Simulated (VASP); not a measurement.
Band structure of Li$_{2}$Se (space group Fm-3m). Level of theory: PBEsol GGA, VASP's PBE PAW potentials (set 64) (plane waves; VASP).

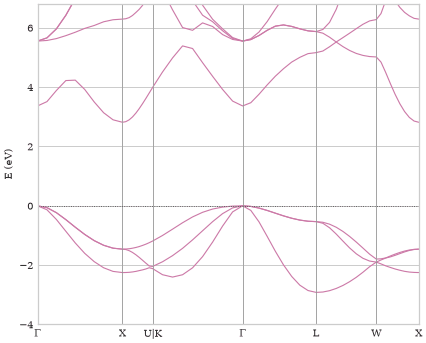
Bands along high-symmetry lines, zero at the valence-band maximum or, without a gap, the Fermi level

### Question
Read the plot: is there a gap, and where are the band edges?

### Answer
The gap is indirect, 2.82 eV, from the valence maximum at Γ to the conduction minimum at X.

The structure is a typed Li2Se crystal (Fm-3m). The cell was not relaxed at this level.
